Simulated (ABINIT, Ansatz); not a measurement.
# P2Ir (P2_1/c): changed settings of a GW run in ABINIT

What do changed inputs do to GW on P2Ir (P2_1/c)?

Program: ABINIT 10.8.3. Level of theory: LDA and many-body steps on it, plane waves. Results are calculated unless marked as measured.

**1. Set-up**

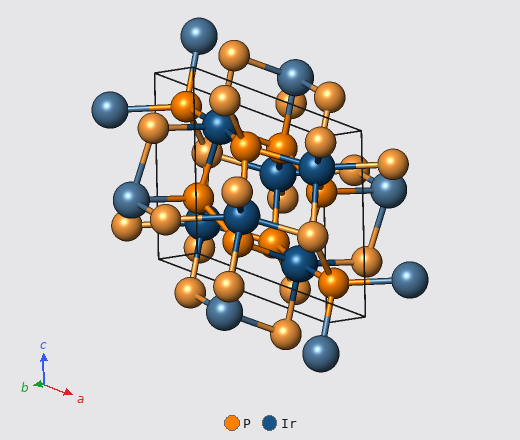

The starting structure, seen slightly off an axis (phosphorus orange, iridium blue). Some periodic images of atoms are drawn too.

The cell and positions are those that the Materials Project relaxed with its own functionals (PBE, PBE+U or r2SCAN), kept fixed. Spin-orbit coupling is left out unless a step names it.

**2. Screening, 2×2×2 mesh, 277 bands, screening to 141.5 eV**

This step: ABINIT 10.8.3; RPA screening on LDA, plane waves, norm-conserving pseudopotentials.

The RPA dielectric matrix is built and inverted for each q.

run.abi reads:

```
acell 3*1.0 Angstrom
rprim 
  5.772335097500 0.000000000000 -0.000000000000
  0.000000000000 5.806731510000 0.000000000000
  -2.128499726500 0.000000000000 5.473140883600
ntypat 2
znucl 15 77
natom 12
typat 1 1 1 1 1 1 1 1 2 2 2 2
xred 
  0.158006700000 0.881881860000 0.870287720000
  0.841993300000 0.381881860000 0.629712280000
  0.841993300000 0.118118140000 0.129712280000
  0.158006700000 0.618118140000 0.370287720000
  0.334322990000 0.377205270000 0.188546390000
  0.665677010000 0.877205270000 0.311453610000
  0.665677010000 0.622794730000 0.811453610000
  0.334322990000 0.122794730000 0.688546390000
  0.271866410000 0.498830410000 0.791578690000
  0.728133590000 0.998830410000 0.708421310000
  0.728133590000 0.501169590000 0.208421310000
  0.271866410000 0.001169590000 0.291578690000
pp_dirpath "pseudos"
pseudos "P.upf, Ir.upf"
ecut 24
ngkpt 2 2 2
nshiftk 1
shiftk 0 0 0
kptopt 1
chksymbreak 0
istwfk *1
occopt 1
irdwfk 1
optdriver 3
nband 277
ecuteps 5.2
inclvkb 2
awtr 1
symchi 1
indata_prefix "in"
outdata_prefix "out"
tmpdata_prefix "tmp"
```

Started as:

```console
OMP_NUM_THREADS=1 mpirun -n 16 abinit run.abi > log
```

Output:

```text
.Version 10.8.3 of ABINIT. v10.8.2 released Aug 2026.

 Symmetries : space group P2_1/c (# 14); Bravais mP (primitive monocl.)
[... echo of the input left out ...]
== DATASET  1 ==================================================================
-   mpi_nproc: 16, omp_nthreads: 1 (-1 if OMP is not activated)

--- !DatasetInfo
iteration_state: {dtset: 1, }
dimensions: {natom: 12, nkpt: 8, mband: 277, nsppol: 1, nspinor: 1, nspden: 1, mpw: 6990, }
cutoff_energies: {ecut:  24.0, pawecutdg:  -1.0, }
electrons: {nelect:   1.08000000E+02, charge:   0.00000000E+00, occopt:   1.00000000E+00, tsmear:   1.00000000E-02, }

 SCREENING: Calculation of the susceptibility and dielectric matrices

 Based on a program developped by R.W. Godby, V. Olevano, G. Onida, and L. Reining.
 Incorporated in ABINIT by V. Olevano, G.-M. Rignanese, and M. Torrent.
.Using double precision arithmetic ; gwpc =  8

[... cell and pseudopotentials left out ...]
--------------------------------------------------------------------------------

 ==== K-mesh for the wavefunctions ====
 Number of points in the irreducible wedge :     8
[... list of points left out ...]
 Together with  4 symmetry operations and time-reversal symmetry
 yields     8 points in the full Brillouin Zone.

 ==== Q-mesh for the screening function ====
 Number of points in the irreducible wedge :     8
[... list of points left out ...]
 Together with  4 symmetry operations and time-reversal symmetry
 yields     8 points in the full Brillouin Zone.

 setmesh: FFT mesh size selected  =    36x   36x   36
          total number of points  =        46656

 vcoul_init : cutoff-mode = AUXILIARY_FUNCTION
 q-points for optical limit:   1
     1)      0.000010    0.000020    0.000030

- screening: taking advantage of time-reversal symmetry
- Maximum band index for partially occupied states nbvw = 54
- Remaining bands to be divided among processors   nbcw = 223
- Number of bands treated by each node ~13

 Number of electrons calculated from density =  108.0000; Expected =  108.0000
 average of density, n =  0.087238
 r_s =    1.3987
 omega_plasma =   28.4911 [eV]

 calculating chi0 at frequencies [eV] :
  1    0.000000E+00    0.000000E+00
  2    0.000000E+00    2.849110E+01

--------------------------------------------------------------------------------
  q-point number  1        q = ( 0.000000, 0.000000, 0.000000) [r.l.u.]
--------------------------------------------------------------------------------
[... chi0 elements left out ...]
 For q-point:  0.000010 0.000020 0.000030
  dielectric constant =  18.8064
  dielectric constant without local fields =  20.0386

  Average fulfillment of the sum rule on Im[epsilon] for q-point    1 :     69.61  [%]
[... wings left out ...]
  q-point number  2        q = ( 0.500000, 0.000000, 0.000000) [r.l.u.]
--------------------------------------------------------------------------------
[... chi0 elements left out ...]
  Average fulfillment of the sum rule on Im[epsilon] for q-point    2 :     74.73  [%]

 [... 6 further q-points ...]
```

Wall time 2.9 min (16 MPI ranks of Arm Neoverse V2, shared host); peak memory 11 GiB; 46 min of CPU time.

This step gave:

* ε∞ with local fields, on this mesh, along the program's q direction: 18.81
* the same without local fields: 20.04
* plasma frequency: 28.49 eV
* plane waves in the screening matrix: 701

Local fields lower ε∞ by 6 %. On a Γ-centred mesh this coarse the value itself is usually too large, while a short band sum pulls it down.

**3. Base**

The self-energy is evaluated for the states that the input lists, and the levels follow from it, in one-shot runs by the linearised quasiparticle equation.

This step: G0W0 on LDA, plane waves, norm-conserving pseudopotentials.

Changes to run.abi since step 2:

```diff
@@ -33,8 +33,19 @@
 irdwfk 1
-optdriver 3
+optdriver 4
 nband 277
+gwcalctyp 0
+ecutsigx 24
+symsigma 1
+nkptgw 3
+kptgw 
+  0.5000000000 0.5000000000 0.5000000000
+  0.0000000000 0.0000000000 0.0000000000
+  0.0000000000 0.5000000000 0.5000000000
+bdgw 
+  53 56
+  53 56
+  53 56
 ecuteps 5.2
-inclvkb 2
-awtr 1
-symchi 1
+irdscr 1
+ppmodel 1
 indata_prefix "in"
```

Output:

```text
.Version 10.8.3 of ABINIT. v10.8.2 released Aug 2026.

 Symmetries : space group P2_1/c (# 14); Bravais mP (primitive monocl.)
[... echo of the input left out ...]
== DATASET  1 ==================================================================
-   mpi_nproc: 16, omp_nthreads: 1 (-1 if OMP is not activated)

--- !DatasetInfo
iteration_state: {dtset: 1, }
dimensions: {natom: 12, nkpt: 8, mband: 277, nsppol: 1, nspinor: 1, nspden: 1, mpw: 6990, }
cutoff_energies: {ecut:  24.0, pawecutdg:  -1.0, }
electrons: {nelect:   1.08000000E+02, charge:   0.00000000E+00, occopt:   1.00000000E+00, tsmear:   1.00000000E-02, }

 SIGMA: Calculation of the GW corrections

 Based on a program developped by R.W. Godby, V. Olevano, G. Onida, and L. Reining.
 Incorporated in ABINIT by V. Olevano, G.-M. Rignanese, and M. Torrent.
.Using double precision arithmetic ; gwpc =  8

[... cell and pseudopotentials left out ...]
--------------------------------------------------------------------------------

 ==== K-mesh for the wavefunctions ====
 Number of points in the irreducible wedge :     8
[... list of points left out ...]
 Together with  4 symmetry operations and time-reversal symmetry
 yields     8 points in the full Brillouin Zone.

 ==== Q-mesh for screening function ====
 Number of points in the irreducible wedge :     8
[... list of points left out ...]
 Together with  4 symmetry operations and time-reversal symmetry
 yields     8 points in the full Brillouin Zone.

 vcoul_init : cutoff-mode = AUXILIARY_FUNCTION
 q-points for optical limit:   1
     1)      0.000010    0.000020    0.000030
 setmesh: FFT mesh size selected  =    48x   54x   48
          total number of points  =       124416

 Number of electrons calculated from density =  108.0000; Expected =  108.0000
 average of density, n =  0.087238
 r_s =    1.3987
 omega_plasma =   28.4911 [eV]

 === KS Band Gaps ===
  >>>> For spin  1
   Minimum direct gap =   1.5260 [eV], located at k-point      :   0.0000  0.5000  0.5000
   Fundamental gap    =   0.6207 [eV], Top of valence bands at :   0.5000  0.5000  0.5000
                                       Bottom of conduction at :   0.0000  0.0000  0.0000
 SIGMA fundamental parameters:
 PLASMON POLE MODEL  1
 number of plane-waves for SigmaX                 6909
 number of plane-waves for SigmaC and W            701
 number of plane-waves for wavefunctions          6909
 number of bands                                   277
 number of independent spin polarizations            1
 number of spinorial components                      1
 number of k-points in IBZ                           8
 number of q-points in IBZ                           8
 number of symmetry operations                       4
 number of k-points in BZ                            8
 number of q-points in BZ                            8
 number of frequencies for dSigma/dE                 9
 frequency step for dSigma/dE [eV]                0.25
 number of omega for Sigma on real axis              0
 max omega for Sigma on real axis  [eV]           0.00
 zcut for avoiding poles [eV]                     0.10

 EPSILON^-1 parameters (SCR file):
 dimension of the eps^-1 matrix on file            701
 dimension of the eps^-1 matrix used               701
 number of plane-waves for wavefunctions          6909
 number of bands                                   277
 number of q-points in IBZ                           8
 number of frequencies                               2
 number of real frequencies                          1
 number of imag frequencies                          1

 matrix elements of self-energy operator (all in [eV])

 Perturbative Calculation

--- !SelfEnergy_ee
iteration_state: {dtset: 1, }
kpoint     : [   0.500,    0.500,    0.500, ]
spin       : 1
KS_gap     :    1.620
QP_gap     :    2.585
Delta_QP_KS:    0.965
data: !SigmaeeData |
     Band     E0 <VxcDFT>   SigX SigC(E0)      Z dSigC/dE  Sig(E)    E-E0       E
       53  10.103 -13.334 -14.672   1.335   0.803  -0.246 -13.336  -0.002  10.100
       54  10.103 -13.334 -14.672   1.335   0.803  -0.246 -13.336  -0.002  10.100
       55  11.722 -17.574 -13.357  -3.010   0.798  -0.253 -16.611   0.963  12.685
       56  11.722 -17.574 -13.357  -3.010   0.798  -0.253 -16.611   0.963  12.685

--- !SelfEnergy_ee
iteration_state: {dtset: 1, }
kpoint     : [   0.000,    0.000,    0.000, ]
spin       : 1
KS_gap     :    1.908
QP_gap     :    2.165
Delta_QP_KS:    0.257
data: !SigmaeeData |
     Band     E0 <VxcDFT>   SigX SigC(E0)      Z dSigC/dE  Sig(E)    E-E0       E
       53   8.684 -18.200 -20.373   2.925   0.792  -0.262 -17.604   0.596   9.280
       54   8.816 -18.064 -20.300   2.966   0.788  -0.269 -17.489   0.575   9.391
[...]
--- !SelfEnergy_ee
iteration_state: {dtset: 1, }
kpoint     : [   0.000,    0.500,    0.500, ]
spin       : 1
KS_gap     :    1.526
QP_gap     :    2.152
Delta_QP_KS:    0.626
data: !SigmaeeData |
     Band     E0 <VxcDFT>   SigX SigC(E0)      Z dSigC/dE  Sig(E)    E-E0       E
[...]
54   9.986 -15.003 -16.631   1.884   0.800  -0.251 -14.798   0.204  10.190
       55  11.512 -17.001 -13.480  -2.478   0.796  -0.256 -16.171   0.830  12.342
       56  11.512 -17.001 -13.480  -2.478   0.796  -0.256 -16.171   0.830  12.342

== END DATASET(S) ==============================================================
================================================================================

 -outvars: echo values of variables after computation  --------
           etotal      0.0000000000E+00
            nband         277
             nkpt           8
          spgroup          14
 [... the other variables as echoed above ...]

 Calculation completed.
```

The job ended after 35 s (16 MPI ranks; peak memory 7.1 GiB; 9.4 min of CPU time).

This step gave:

```
G0W0 gap on the points computed              : 1.366 eV
starting gap on the mesh                     : 0.6207 eV
k of the valence top                         : 0, 0.5, 0.5
k of the conduction bottom                   : 0, 0, 0
Z at the valence top                         : 0.8
Z at the conduction bottom                   : 0.795
least direct G0W0 gap on the computed points : 2.152 eV
```

The gap on the mesh goes from 0.62 eV to 1.37 eV, a correction of +0.75 eV.

**4. Fewer bands in the self-energy**

Changes to run.abi since step 3:

```diff
@@ -34,3 +34,3 @@
 optdriver 4
-nband 277
+nband 64
 gwcalctyp 0
```

Output:

```text
.Version 10.8.3 of ABINIT. v10.8.2 released Aug 2026.

 Symmetries : space group P2_1/c (# 14); Bravais mP (primitive monocl.)
[... echo of the input left out ...]
== DATASET  1 ==================================================================
-   mpi_nproc: 16, omp_nthreads: 1 (-1 if OMP is not activated)

--- !DatasetInfo
iteration_state: {dtset: 1, }
dimensions: {natom: 12, nkpt: 8, mband: 64, nsppol: 1, nspinor: 1, nspden: 1, mpw: 6990, }
cutoff_energies: {ecut:  24.0, pawecutdg:  -1.0, }
electrons: {nelect:   1.08000000E+02, charge:   0.00000000E+00, occopt:   1.00000000E+00, tsmear:   1.00000000E-02, }

 SIGMA: Calculation of the GW corrections

 Based on a program developped by R.W. Godby, V. Olevano, G. Onida, and L. Reining.
 Incorporated in ABINIT by V. Olevano, G.-M. Rignanese, and M. Torrent.
.Using double precision arithmetic ; gwpc =  8

[... cell and pseudopotentials left out ...]
--------------------------------------------------------------------------------

 ==== K-mesh for the wavefunctions ====
 Number of points in the irreducible wedge :     8
[... list of points left out ...]
 Together with  4 symmetry operations and time-reversal symmetry
 yields     8 points in the full Brillouin Zone.

 ==== Q-mesh for screening function ====
 Number of points in the irreducible wedge :     8
[... list of points left out ...]
 Together with  4 symmetry operations and time-reversal symmetry
 yields     8 points in the full Brillouin Zone.

 vcoul_init : cutoff-mode = AUXILIARY_FUNCTION
 q-points for optical limit:   1
     1)      0.000010    0.000020    0.000030
 setmesh: FFT mesh size selected  =    48x   54x   48
          total number of points  =       124416

 Number of electrons calculated from density =  108.0000; Expected =  108.0000
[...]
number of plane-waves for wavefunctions          6909
 number of bands                                   277
 number of q-points in IBZ                           8
 number of frequencies                               2
 number of real frequencies                          1
 number of imag frequencies                          1

 matrix elements of self-energy operator (all in [eV])

 Perturbative Calculation

--- !SelfEnergy_ee
iteration_state: {dtset: 1, }
kpoint     : [   0.500,    0.500,    0.500, ]
spin       : 1
KS_gap     :    1.620
QP_gap     :    2.417
Delta_QP_KS:    0.797
data: !SigmaeeData |
     Band     E0 <VxcDFT>   SigX SigC(E0)      Z dSigC/dE  Sig(E)    E-E0       E
       53  10.103 -13.334 -14.672   3.917   0.845  -0.183 -11.154   2.180  12.283
       54  10.103 -13.334 -14.672   3.917   0.845  -0.183 -11.154   2.180  12.283
       55  11.722 -17.574 -13.357  -0.659   0.837  -0.195 -14.596   2.977  14.700
[...]
--- !SelfEnergy_ee
iteration_state: {dtset: 1, }
kpoint     : [   0.000,    0.000,    0.000, ]
spin       : 1
KS_gap     :    1.908
QP_gap     :    2.359
Delta_QP_KS:    0.451
data: !SigmaeeData |
     Band     E0 <VxcDFT>   SigX SigC(E0)      Z dSigC/dE  Sig(E)    E-E0       E
[...]
--- !SelfEnergy_ee
iteration_state: {dtset: 1, }
kpoint     : [   0.000,    0.500,    0.500, ]
spin       : 1
KS_gap     :    1.526
QP_gap     :    2.084
Delta_QP_KS:    0.558
data: !SigmaeeData |
     Band     E0 <VxcDFT>   SigX SigC(E0)      Z dSigC/dE  Sig(E)    E-E0       E
[...]
55  11.512 -17.001 -13.480  -0.240   0.832  -0.202 -14.271   2.731  14.242
       56  11.512 -17.001 -13.480  -0.240   0.832  -0.202 -14.271   2.731  14.242

== END DATASET(S) ==============================================================
================================================================================

 -outvars: echo values of variables after computation  --------
           etotal      0.0000000000E+00
            nband          64
             nkpt           8
          spgroup          14
 [... the other variables as echoed above ...]

 Calculation completed.
```

It took 11 s on 16 MPI ranks; peak memory 6 GiB.

This step gave:

- G0W0 gap on the points computed: 1 eV
- starting gap on the mesh: 0.6207 eV
- k of the valence top: 0.5, 0.5, 0.5
- k of the conduction bottom: 0, 0, 0
- Z at the valence top: 0.845
- Z at the conduction bottom: 0.826
- least direct G0W0 gap on the computed points: 2.084 eV

(Part 1 of 2 ends here.)

[Paths, hosts, dates, memory and timing lines, banners, echoed tables and standing remarks are left out of the program output.]

[Logs are printed without paths, hosts, clocks, repeated set-up lines and the standing remarks that a program may print on its own settings, such as how far it seeks lower states.]

[Runs of the session that timed out or met a known fault of the program may be left out.]

[Hosts, paths, dates, database ids (printed as entryN), source tags and the programs' standing remarks are cut or masked in the printed files.]

[G0W0 gaps are taken among the corrected bands and points alone; a level outside them can change the order at an edge.]

[Where Ansatz stands beside ABINIT at settings called matched, ABINIT's density can come from a denser mesh and the files from another edition; pairs whose starting gaps differed by over 0.03 eV were left out, so agreement reads better than it is.]
